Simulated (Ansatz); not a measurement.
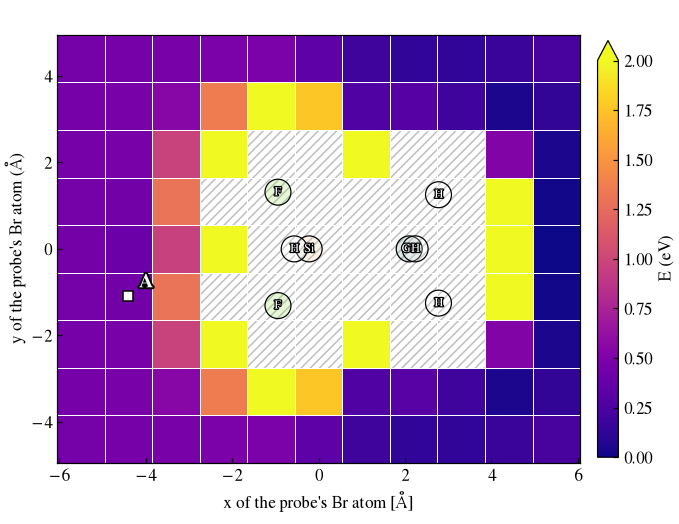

F₂GeH₄Si (SMILES F[SiH](F)[GeH3]) with the probe Br-. The probe is moved over the molecule's main plane. First axis: x of the probe's Br atom. Second axis: y of the probe's Br atom. Nothing is relaxed (molecule and probe rigid). The scan uses an 11 × 9 grid. At 25 points there is no value (left out of the scan, as a rule where atoms come close). Points are written as (first, second). All energies are given in eV relative to the lowest grid point. Energies and slopes of some neighbouring points disagree (a jump in structure or state, or too coarse a mesh). The calculation used RKS B3LYP-D4/def2-SVPD in Ansatz 0.2.0.

Drawn: one coloured cell a grid point, labelled circles for the molecule's atoms, projected on the plane, one colour for all values above the top of the scale, hatched blanks where no value was computed, the point A.

Question: Is A at rest? If not, where is it pushed?

Answer: A, at (−4.4 Å, −1.1 Å), is not a stationary point. The computed force is 0.051 eV/Å in the plane, pointing up and left in the picture (components −0.031 and 0.040 eV/Å).
